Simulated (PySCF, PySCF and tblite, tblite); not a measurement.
# C3H9BFNO: a path driven as rotation about a bond, and NMR exchange

How fast is rotation about a bond in C3H9BFNO (`COB(F)N(C)C`), and when do the exchanging lines merge?

Programs: PySCF 2.14.0 with density-fitted response routines of our own, and tblite 0.8.0. All values are computed, except where a source is named. Atoms count from 0 throughout.

## 1. The starting structure

16 atoms, charge 0, multiplicity 1; geometry from: force field or distance geometry start.

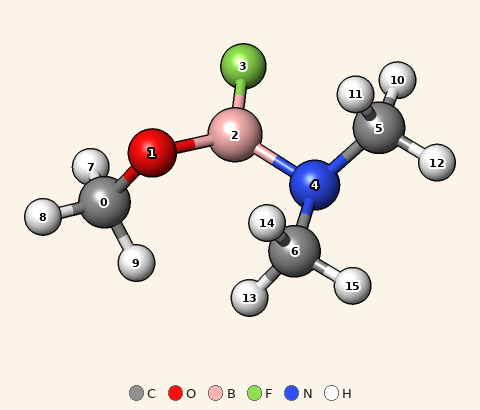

The starting geometry (carbon grey, oxygen red, boron pink, fluorine green, nitrogen blue, hydrogen white), atoms numbered.

## 2. GFN2-xTB relaxation, start minimum

What the job is given:

```
{"job": {"xc": "GFN2-xTB", "basis": "xTB", "kind": "relax"}, "charge": 0, "multiplicity": 1}
C      2.493800     0.344500     0.202900
O      1.263600     0.744300     0.784700
B      0.360200    -0.419900     0.802400
F      0.459100    -1.386600     1.851000
N     -0.764600    -0.566700    -0.252200
C     -2.076700    -0.617400     0.406500
C     -0.743200     0.548000    -1.228700
H      3.003700    -0.429600     0.815100
H      3.162900     1.225700     0.172000
H      2.346000    -0.001800    -0.841500
H     -2.124600    -1.490000     1.097000
H     -2.279000     0.313500     0.984200
H     -2.884400    -0.756000    -0.331500
H      0.217500     0.550600    -1.790800
H     -0.886600     1.537000    -0.718900
H     -1.555200     0.413400    -1.963600
```

Run with:

```sh
$ OMP_NUM_THREADS=1 python ens_run.py task.json out
```

One launch serves the whole session.

Output:

```text
step      E/eV     max force
  0    -653.80476    3.089
  1    -654.18772    2.110
  2    -654.46568    1.664
  3    -654.52694    0.679
  4    -654.57134    0.404
  5    -654.62905    0.680
  6    -654.69309    0.799
  7    -654.75227    0.624
  8    -654.78930    0.497
  9    -654.82602    0.572
 10    -654.87232    0.772
 11    -654.91712    0.821
 12    -654.95284    0.537
 13    -654.97787    0.324
 14    -654.99411    0.373
 15    -655.00451    0.283
 16    -655.01287    0.284
 17    -655.02291    0.288
 18    -655.03547    0.297
 19    -655.04923    0.363
 20    -655.06406    0.374
 21    -655.08335    0.321
 22    -655.10755    0.372
 23    -655.13414    0.484
 24    -655.16283    0.486
 25    -655.19575    0.421
 26    -655.23162    0.480
 27    -655.26490    0.487
 28    -655.28751    0.520
 29    -655.28417    0.528
 30    -655.31783    0.278
 31    -655.33002    0.293
 32    -655.34651    0.237
 33    -655.35425    0.193
 34    -655.36358    0.231
 35    -655.37144    0.220
 36    -655.37888    0.188
 37    -655.38490    0.203
 38    -655.39034    0.168
 39    -655.39452    0.183
 40    -655.39817    0.157
 41    -655.40361    0.146
 42    -655.40587    0.112
 43    -655.40766    0.109
 44    -655.40926    0.083
 45    -655.41064    0.094
 46    -655.41138    0.076
 47    -655.41176    0.046
 48    -655.41210    0.047
 49    -655.41252    0.062
 50    -655.41303    0.073
 51    -655.41367    0.081
 52    -655.41457    0.098
 53    -655.41586    0.124
 54    -655.41744    0.126
 55    -655.41885    0.095
 56    -655.41978    0.058
 57    -655.42039    0.050
 58    -655.42084    0.041
 59    -655.42108    0.029
 60    -655.42119    0.024
 61    -655.42127    0.021
 62    -655.42138    0.024
 63    -655.42151    0.027
 64    -655.42164    0.029
 65    -655.42176    0.025
 66    -655.42191    0.038
 67    -655.42217    0.057
 68    -655.42262    0.074
 69    -655.42323    0.075
 70    -655.42377    0.060
 71    -655.42413    0.055
 72    -655.42439    0.044
 73    -655.42460    0.034
 74    -655.42472    0.018
 75    -655.42475    0.021
 76    -655.42478    0.013
 77    -655.42480    0.012
 78    -655.42486    0.016
 79    -655.42492    0.020
 80    -655.42498    0.018
 81    -655.42503    0.019
 82    -655.42508    0.020
 83    -655.42514    0.016
 84    -655.42519    0.016
 85    -655.42522    0.010
 86    -655.42523    0.009
 87    -655.42525    0.008
 88    -655.42526    0.010
 89    -655.42528    0.010
 90    -655.42529    0.009
 91    -655.42531    0.012
 92    -655.42534    0.016
 93    -655.42537    0.020
 94    -655.42541    0.019
 95    -655.42543    0.009
 96    -655.42545    0.007
 97    -655.42546    0.006
 98    -655.42546    0.006
 99    -655.42546    0.003
```

Wall time 0.3 s (1 thread of AMD EPYC 9R45, shared host).

Gain 1.621 eV; displacement 0.63 Å root mean square.

## 3. Relaxed scan, rotation

What the job is given:

```
{"job": {"xc": "GFN2-xTB", "basis": "xTB", "coordinate": [["t", [3, 2, 1, 0], 0.5], ["t", [4, 2, 1, 0], 0.5]], "kind": "drive"}, "charge": 0, "multiplicity": 1}
C      2.818276     0.067648     0.280649
O      1.499214     0.280586    -0.171023
B      0.418164    -0.280951     0.416543
F      0.573181    -1.093857     1.489176
N     -0.872380    -0.040775    -0.061914
C     -2.064889    -0.611463     0.524228
C     -1.137216     0.810832    -1.199684
H      2.850213    -0.613508     1.132521
H      3.246139     1.030488     0.570328
H      3.402195    -0.352448    -0.541715
H     -1.791418    -1.239968     1.366783
H     -2.734443     0.181319     0.872110
H     -2.599163    -1.216792    -0.214555
H     -0.195086     1.197402    -1.575881
H     -1.781737     1.645802    -0.908455
H     -1.638647     0.244628    -1.990523
```

Output:

```text
point  coordinate     E/eV
  0    104.500     -655.40619
  1    119.200     -655.35121
  2    134.000     -655.26717
  3    149.000     -655.17027
  4    164.300     -655.08911
  5    179.700     -655.04480
  6    195.000     -655.04323
  7    210.200     -655.07536
  8    225.300     -655.12524
  9    240.200     -655.17772
 10    254.900     -655.19920
 11    269.800     -655.20855
```

Run time: 1.3 s. Hardware: 1 thread of AMD EPYC 9R45, shared host.

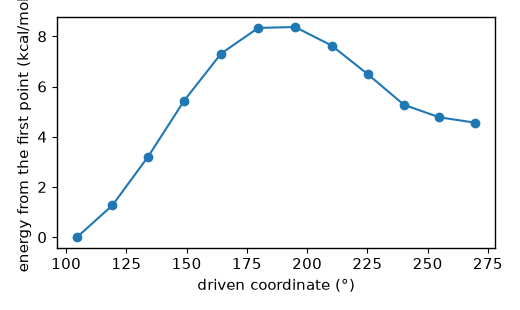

Energy along the scan.

## 4. Nudged elastic band, leg 1

The job, as its differences from that of step 3:

```diff
@@ -1,2 +1,2 @@
-{"job": {"xc": "GFN2-xTB", "basis": "xTB", "coordinate": [["t", [3, 2, 1, 0], 0.5], ["t", [4, 2, 1, 0], 0.5]], "kind": "drive"}, "charge": 0, "multiplicity": 1}
+{"job": {"xc": "GFN2-xTB", "basis": "xTB", "kind": "neb"}, "charge": 0, "multiplicity": 1}
 C      2.818276     0.067648     0.280649
```

Output:

```text
image   E - E0 / eV
  0       0.0000
  1       0.0950
  2       0.2966
  3       0.3842
  4       0.2570
  5       0.2166
  6       0.2114
```

It took 0.75 s on 1 thread of AMD EPYC 9R45, shared host.

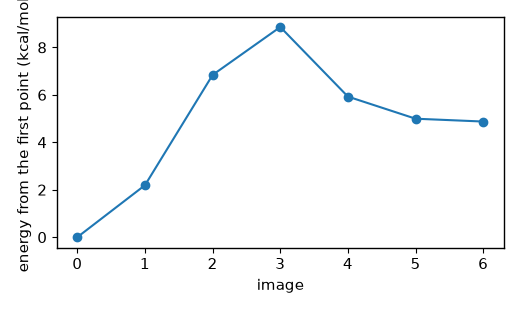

Energy along the band.

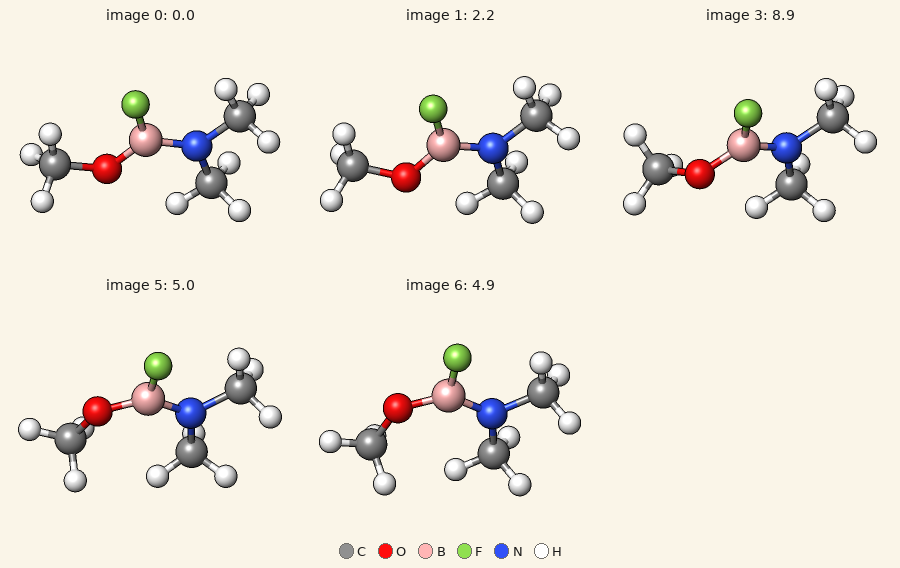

Images along the band, with energies in kcal/mol.

## 5. Saddle search, leg 1

What the job is given:

```
{"job": {"xc": "GFN2-xTB", "basis": "xTB", "kind": "saddle"}, "charge": 0, "multiplicity": 1}
C      2.579549     0.110353     0.008240
O      1.522032     0.483015     0.854469
B      0.311729    -0.124285     1.000044
F      0.099703    -0.761663     2.175135
N     -0.770474    -0.060127     0.116245
C     -2.049243    -0.681266     0.399300
C     -0.784830     0.720723    -1.100655
H      3.078999    -0.781136     0.405760
H      3.289755     0.937921    -0.015566
H      2.242415    -0.101205    -1.011447
H     -1.965395    -1.287750     1.295513
H     -2.819093     0.078851     0.555917
H     -2.352011    -1.316274    -0.438653
H      0.181384     1.194161    -1.245842
H     -1.549791     1.501185    -1.034414
H     -1.014729     0.087497    -1.964046
```

Output:

```text
step      E/eV     max force
  0    -655.04128   0.0531
  1    -655.04128   0.1065
  2    -655.04142   0.0396
  3    -655.04174   0.0383
  4    -655.04163   0.0544
  5    -655.04189   0.0132
  6    -655.04193   0.0014
lowest wavenumbers (cm-1): -134.6 93.6 116.4 153.0 175.7 200.0
```

Wall time 1.4 s (1 thread of AMD EPYC 9R45, shared host).

Point group C1; 1 imaginary mode, 135i cm⁻¹, carried by O1, C0, F3, H7. Steps downhill from it reached both ends.

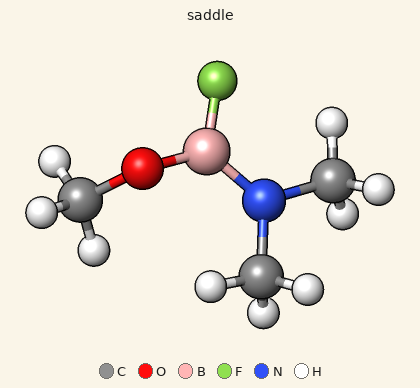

The saddle point.

## 6. Shieldings, start: B3LYP/pcSseg-1

What the job is given:

```
{"job": {"kind": "nmr", "xc": "B3LYP", "basis": "pcSseg-1", "pop": false}, "charge": 0, "multiplicity": 1}
C      2.818276     0.067648     0.280649
O      1.499214     0.280586    -0.171023
B      0.418164    -0.280951     0.416543
F      0.573181    -1.093857     1.489176
N     -0.872380    -0.040775    -0.061914
C     -2.064889    -0.611463     0.524228
C     -1.137216     0.810832    -1.199684
H      2.850213    -0.613508     1.132521
H      3.246139     1.030488     0.570328
H      3.402195    -0.352448    -0.541715
H     -1.791418    -1.239968     1.366783
H     -2.734443     0.181319     0.872110
H     -2.599163    -1.216792    -0.214555
H     -0.195086     1.197402    -1.575881
H     -1.781737     1.645802    -0.908455
H     -1.638647     0.244628    -1.990523
```

Output:

```text
coarse grid: 13160 points
cycle   1  E = -374.3510131963  dE =  7.446e-01  |g| = 7.942e-01  |ddm| = 3.275e+00
cycle   2  E = -374.2338062496  dE =  1.172e-01  |g| = 1.161e+00  |ddm| = 1.185e+00
cycle   3  E = -374.4585716825  dE = -2.248e-01  |g| = 1.097e-01  |ddm| = 7.351e-01
cycle   4  E = -374.4604081207  dE = -1.836e-03  |g| = 5.146e-02  |ddm| = 9.084e-02
cycle   5  E = -374.4608537649  dE = -4.456e-04  |g| = 1.068e-02  |ddm| = 3.204e-02
cycle   6  E = -374.4608738952  dE = -2.013e-05  |g| = 3.231e-03  |ddm| = 7.936e-03
cycle   7  E = -374.4608759857  dE = -2.091e-06  |g| = 6.063e-04  |ddm| = 1.941e-03
final grid: 126984 points
cycle   8  E = -374.5229178044  dE = -4.769e-05  |g| = 7.569e-03  |ddm| = 1.919e-02
cycle   9  E = -374.5229092699  dE =  8.535e-06  |g| = 1.006e-02  |ddm| = 1.058e-02
cycle  10  E = -374.5229298203  dE = -2.055e-05  |g| = 1.304e-03  |ddm| = 6.183e-03
cycle  11  E = -374.5229301321  dE = -3.119e-07  |g| = 2.092e-04  |ddm| = 8.605e-04
cycle  12  E = -374.5229301395  dE = -7.402e-09  |g| = 6.418e-05  |ddm| = 1.500e-04
cycle  13  E = -374.5229301403  dE = -7.759e-10  |g| = 1.837e-05  |ddm| = 5.414e-05
converged SCF energy = -374.5229301403

GIAO shielding tensors (ppm)
atom      isotropic    diamagn.    paramagn.     s11        s22        s33       span
  0 C      127.591     240.538    -112.947     96.435    106.401    179.937     83.502
  1 O      272.975     399.771    -126.797    174.987    304.942    338.994    164.007
  2 B       80.459     200.282    -119.823     60.337     80.510    100.531     40.194
  3 F      326.180     473.644    -147.464    217.316    326.871    434.352    217.036
  4 N      199.156     326.795    -127.639    149.605    207.134    240.730     91.124
  5 C      143.110     243.842    -100.732    119.149    129.937    180.242     61.093
  6 C      143.211     245.691    -102.480    119.837    129.656    180.140     60.303
  7 H       27.419      28.757      -1.338     23.009     26.676     32.572      9.563
  8 H       28.004      27.936       0.067     23.639     25.836     34.535     10.896
  9 H       28.003      27.920       0.083     23.642     25.857     34.511     10.869
 10 H       28.311      30.337      -2.026     23.226     28.583     33.123      9.898
 11 H       29.431      29.165       0.266     25.231     27.112     35.949     10.718
 12 H       29.440      29.163       0.277     25.255     27.115     35.950     10.695
 13 H       28.183      31.746      -3.563     22.547     29.320     32.683     10.137
 14 H       29.491      30.173      -0.682     25.471     27.079     35.924     10.454
 15 H       29.489      30.173      -0.685     25.458     27.085     35.923     10.466
```

It took 11 s on 1 thread of AMD EPYC 9R45, shared host; peak memory 0.75 GiB.

In short: HOMO -6.39 eV, LUMO 1.25 eV; dipole 0.67 D.

(Part 1 of 2 ends here.)
